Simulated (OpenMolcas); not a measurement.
# CH (charge +1): single-point calculation

System: CH, charge +1.
Method: NEVPT2/6-31G** (OpenMolcas 26.06).

The geometry is that of the parent species in another charge or spin state. The geometry comes from this level: GFN2-xTB.

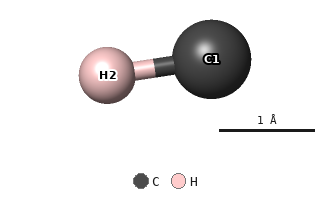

**Figure 1.** The structure (ball-and-stick view, seen at an oblique angle; atoms are numbered from 1 in the order of the input). Bond lengths as drawn: C–H 1.11 Å.

## Input
```
&GATEWAY
 BasLib=$CurrDir
 Coord=input.xyz
 Basis=6-31Gss
 Group=NoSym

&SEWARD

&RASSCF
 FileOrb=$CurrDir/step2.RasOrb
 Spin=1
 Nactel=4 0 0
 Inactive=1
 Ras2=5
 OrbListing=Nothing

&CASPT2
 PC-NEVPT2
 Frozen=1
```

## File input.xyz
```
2

C      0.000000     0.000000     0.000000
H      0.000000     0.000000     1.114340
```

Machine: 1 thread of Intel Xeon (Granite Rapids), 64 GiB of memory available, shared host.

Launch command:
```bash
export MOLCAS_MEM=1860
pymolcas step6.input > step6.log
```

## Output
```
--- Start Module: gateway ---

                                              &GATEWAY

                       available to each process: 1.9 GB of memory, 1 thread

 Basis Set     1 Label: C.6-31GSS
 Basis set is read from library:.
 basistype.tbl is not found

 Basis Set     2 Label: H.6-31GSS
 Basis set is read from library:.
 basistype.tbl is not found

++    Symmetry information:
      ---------------------

                    Character Table for C1

                             E
                    a        1  x, y, xy, Rz, z, xz, Ry, yz, Rx, I
--

++    Basis set information:
      ----------------------

      Basis set label: C.6-31GSS.........

      Electronic valence basis set:
      ------------------
      Associated Effective Charge   6.000000 au
      Associated Actual Charge      6.000000 au
      Nuclear Model: Point charge

      Shell  nPrim  nBasis  Cartesian Spherical Contaminant
         s      10       3        X
         p       4       2        X
         d       1       1                 X

      Basis set label: H.6-31GSS.........

      Electronic valence basis set:
      ------------------
      Associated Effective Charge   1.000000 au
      Associated Actual Charge      1.000000 au
      Nuclear Model: Point charge

      Shell  nPrim  nBasis  Cartesian Spherical Contaminant
         s       4       2        X
         p       1       1        X
--

++    Molecular structure info:
      -------------------------

                    ************************************************
                    **** Cartesian Coordinates / bohr, angstrom ****
                    ************************************************

     Center  Label                x              y              z                     x              y              z
        1      C1               0.000000       0.000000       0.000000              0.000000       0.000000       0.000000
        2      H2               0.000000       0.000000       2.105797              0.000000       0.000000       1.114340
--

            Nuclear Potential Energy              2.84927694 au

--- Stop Module: gateway /rc=_RC_ALL_IS_WELL_ ---

--- Start Module: seward ---

                                              &SEWARD

                       available to each process: 1.9 GB of memory, 1 thread

               SEWARD will generate:
                  Multipole Moment integrals up to order  2
                  Kinetic Energy integrals
                  Nuclear Attraction integrals (point charge)
                  One-Electron Hamiltonian integrals
                  Velocity integrals
                  Orbital angular momentum around (  0.0000   0.0000   0.1632 )
                  Velocity quadrupole around (  0.0000   0.0000   0.1632 )
                  Two-Electron Repulsion integrals

                   Integrals are discarded if absolute value <: 1.00E-14
                   Integral cutoff threshold is set to       <: 1.00E-16

            Nuclear Potential Energy              2.84927694 au

      Basis set specifications :
      Symmetry species         a
      Basis functions           19

--- Stop Module: seward /rc=_RC_ALL_IS_WELL_ ---

--- Start Module: rasscf ---

                                              &RASSCF

                       available to each process: 1.9 GB of memory, 1 thread

      Header of the ONEINT file:
      --------------------------

      OrdInt status: non-squared

      Cartesian coordinates in angstrom:
      -----------------------------------------------------
      No.  Label        X            Y            Z
      -----------------------------------------------------
       1   C1         0.00000000   0.00000000   0.00000000
       2   H2         0.00000000   0.00000000   1.11434000
      -----------------------------------------------------
      Nuclear repulsion energy =    2.84927694

++    Wave function specifications:
      -----------------------------

      Number of closed shell electrons           2
      Number of electrons in active shells       4
      Max number of holes in RAS1 space          0
      Max nr of electrons in RAS3 space          0
      Number of inactive orbitals                1
      Number of active orbitals                  5
      Number of secondary orbitals              13
      Spin quantum number                      0.0
      State symmetry                             1
--

++    Orbital specifications:
      -----------------------

      Symmetry species                           1
                                                 a
      Frozen orbitals                            0
      Inactive orbitals                          1
      Active orbitals                            5
      RAS1 orbitals                              0
      RAS2 orbitals                              5
      RAS3 orbitals                              0
      Secondary orbitals                        13
      Deleted orbitals                           0
      Number of basis functions                 19
--

++    CI expansion specifications:
      ----------------------------

      Number of CSFs                            50
      Number of spin combinations               55
      Number of determinants                   100
      Number of root(s) required                 1
      Root chosen for geometry opt.              1
      CI root used                               1

      highest root included in the CI            1
      max. size of the explicit Hamiltonian     50
--

++    Optimization specifications:
      ----------------------------

      RASSCF algorithm: Conventional
      Maximum number of macro iterations       200
      Maximum number of SX iterations          100
      Threshold for RASSCF energy            1.000E-08
      Threshold for max MO rotation          1.000E-01
      Threshold for max BLB element          1.000E-04
      Level shift parameter                  5.000E-01
      Make Quasi-Newton update
--

      The MO-coefficients are taken from the file:
      step2.RasOrb
      Title: RASSCF average (pseudo-natural) orbitals

      Total molecular charge    1.00

      ************************************************************************************************************************
      *                                            Wave function control section                                             *
      ************************************************************************************************************************

                                         RASSCF iterations: Energy and convergence statistics
                                         ----------------------------------------------------

          iter iter root      energy       change     param      element    value   shift minimum  type update hh:mm:ss
 Nr of preliminary CI iterations:   1
        1   1    3    1   -37.96216211    0.00E+00   5.78E-06    3  16 1 -1.98E-06   0.00   0.00    SX    NO    0:00:00
        2   1    2    1   -37.96216211   -1.74E-11   2.09E-06    3  16 1 -4.94E-07   0.00   0.00    SX    NO    0:00:00
        3   1    2    1   -37.96216211   -2.47E-12   8.81E-07    3  16 1 -1.37E-07   0.00   0.00    SX    NO    0:00:00
        4   1    2    1   -37.96216211   -4.90E-13   4.84E-07    3  16 1 -4.51E-08   0.00   0.00    SX    NO    0:00:00
      Convergence after  4 iterations
        5   1    2    1   -37.96216211    4.97E-14   4.84E-07    2  19 1 -1.81E-08   0.00   0.00    SX    NO    0:00:00

      ************************************************************************************************************************
                                                      Wave function printout:
                       occupation of active orbitals, and spin coupling of open shells (u,d: Spin up or down)
      ************************************************************************************************************************

      Note: transformation to natural orbitals
      has been made, which may change the order of the CSFs.

      printout of CI-coefficients larger than  0.05 for root  1
      energy=     -37.962162
      conf/sym  11111     Coeff  Weight
             1  22000  -0.96282 0.92702
             8  20200   0.17668 0.03122
            10  20020   0.17668 0.03122
            25  02002   0.08672 0.00752

      Natural orbitals and occupation numbers for root  1
      sym 1:   1.980964   1.871810   0.063929   0.063929   0.019367

      ************************************************************************************************************************
      *                                                    Final results                                                     *
      ************************************************************************************************************************

++    Final optimization conditions:
      ------------------------------

      Average CI energy                             -37.96216211
      RASSCF energy for state  1                    -37.96216211
      Super-CI energy                                -0.00000000
      RASSCF energy change                            0.00000000
      Max change in MO coefficients               1.311E-06
      Max non-diagonal density matrix element     4.838E-07
      Maximum BLB matrix element                 -1.809E-08
      (orbital pair   2,  19 in symmetry   1)
      Norm of electronic gradient            5.495E-08
--

      Final state energy(ies):
      ------------------------

::    RASSCF root number  1 Total energy:    -37.96216211
      Von Neumann Entropy (Root   1) =  0.48545

      Mulliken population analysis for root number:  1
      -----------------------------------------------

++    Molecular charges:
      ------------------

      Mulliken charges per centre
      ---------------------------

                C1      H2
      Total    5.2741  0.7259

      N-E      0.7259  0.2741

      Total electronic charge=    6.000000

      Total            charge=    1.000000
--

      Expectation values of various properties for root number:  1
      -----------------------------------------------------------

++    Molecular properties:
      ---------------------

      Charge (e):
                      =    1.0000
      Dipole Moment (debye):
      Origin of the operator (angstrom)=    0.0000    0.0000    0.0863
                   X= -1.3078E-15               Y=  1.1858E-14               Z=  1.5929E+00           Total=  1.5929E+00
      Center of Charge (angstrom)
                     X=   -0.00000000               Y=    0.00000000               Z=    0.41797153
      Quadrupole Moment (debye*angstrom):
      Origin of the operator (angstrom)=    0.0000    0.0000    0.0863
                  XX= -3.8575E+00              XY=  5.7926E-15              XZ=  1.3822E-15              YY= -3.8575E+00
                  YZ= -5.2386E-15              ZZ= -4.2974E+00
      In traceless form (debye*angstrom)
                  XX=  2.1996E-01              XY=  8.6890E-15              XZ=  2.0734E-15              YY=  2.1996E-01
                  YZ= -7.8579E-15              ZZ= -4.3993E-01
--

      Average orbitals are written to the RASORB file
      Natural orbitals for root   1 are written to the RASORB.1 file
      Spin density orbitals for root   1 are written to the SPDORB.1 file

--- Stop Module: rasscf /rc=_RC_ALL_IS_WELL_ ---

--- Start Module: caspt2 ---

                                              &CASPT2

                       available to each process: 1.9 GB of memory, 1 thread

 ###############################################################################
 ###    WARNING: User changed nr of frozen orbitals.                         ###
 ###############################################################################

++    Wave function specifications:
      -----------------------------

      Number of closed shell electrons           0
      Number of electrons in active shells       4
      Max number of holes in RAS1 space          0
      Max number of electrons in RAS3 space      0
      Number of inactive orbitals                0
      Number of active orbitals                  5
      Number of secondary orbitals              13
      Spin quantum number                      0.0
      State symmetry                             1
      Number of CSFs                            50
      Number of CASSCF root(s) available         1
      NEVPT2 state passed to geometry opt.       1
      A file JOBMIX will be created
      This is a CASSCF or RASSCF reference function
--

++    Orbital specifications:
      -----------------------

      Symmetry species                           1
                                                 a
      Frozen orbitals                            1
      Inactive orbitals                          0
      Active orbitals                            5
      Secondary orbitals                        13
      Deleted orbitals                           0
      Number of basis functions                 19
--

++    NEVPT2 specifications:
      ----------------------

      Type of calculation                        SS-NEVPT2
      Internal contraction for energies          partially and strongly contracted
                                                 (PC-NEVPT2 and SC-NEVPT2)
      Denominator threshold for SC-NEVPT2        1.00E-09
      Fock operator                              state-specific
      0th-order Hamiltonian                      DYALL
      IPEA shift                                 0.00
      Real shift                                 0.00
      Imaginary shift                            0.00
      The input orbitals will be transformed to quasi-canonical
--

--------------------------------------------------------------------------------
 Estimated memory requirements:
  POLY3 :                   252780
  RHS:                      261773
  SIGMA :                   256500
  PRPCTL:                        0
 Available workspace:    232489008

++ NEVPT2 computation for group   1

********************************************************************************
 Multi-State initialization phase begins for group   1
--------------------------------------------------------------------------------
********************************************************************************
 Compute H0 matrices for state    1
--------------------------------------------------------------------------------
--------------------------------------------------------------------------------
 H0 matrices have been computed.

********************************************************************************
  NEVPT2 EQUATION SOLUTION
--------------------------------------------------------------------------------

  Total nr of NEVPT2 parameters:
   Before reduction:        3770
   After  reduction:        2665

 Variance of |WF0>:       0.1096063406
-----------------------------------------------------------------------------------------------------------------------------

  FINAL PC-NEVPT2 RESULT:

      Reference energy:         -37.9621621148
      E2 (Non-variational):      -0.0261779965
      E2 (Variational):          -0.0261779965
      Total energy:             -37.9883401112
      Residual norm:              0.0000000000
      Reference weight:           0.99296

      Contributions to the PC-NEVPT2 correlation energy
      Active & Virtual Only:         -0.0261779965
      One Inactive Excited:           0.0000000000
      Two Inactive Excited:           0.0000000000

  FINAL SC-NEVPT2 RESULT:

      Reference energy:         -37.9621621148
      E2 (Non-variational):      -0.0259526424
      E2 (Variational):          -0.0259526424
      Total energy:             -37.9881147572
      Residual norm:              0.0000000000
      Reference weight:           0.99319

      Contributions to the SC-NEVPT2 correlation energy
      Active & Virtual only:         -0.0259526424
      One Inactive Excited:           0.0000000000
      Two Inactive Excited:           0.0000000000

++ Denominators, etc.
--------------------------------------------------------------------------------------------------------------
 Report on small energy denominators, large coefficients, and large energy contributions.
CASE  SYMM ACTIVE-MIX  NON-ACTIVE INDICES          DENOMINATOR     RHS VALUE       COEFFICIENT     CONTRIBUTION
ATVX     1  Mu1.0014  Se1.012                       3.25611992     -0.08482587      0.02605121     -0.00220982
ATVX     1  Mu1.0015  Se1.013                       3.25611992      0.08482587     -0.02605121     -0.00220982
--

   (Skipping property calculation,
    use PROP keyword to activate)
--

  Total PC-NEVPT2 energies:
::    PC-NEVPT2 Root  1     Total energy:    -37.98834011

  A NEW JOBIPH FILE NAMED 'JOBMIX' IS PREPARED.
********************************************************************************
--- Stop Module: caspt2 /rc=_RC_ALL_IS_WELL_ ---

.##################.
.# Happy landing! #.
.##################.

    Timing: Wall=0.90 User=0.62 System=0.28
```

## Key numbers

```csv
quantity,value
outcome,converged
total energy,−37.988340 hartree
basis functions,19
wall time,1.1 s
peak memory,0.37 GiB
```
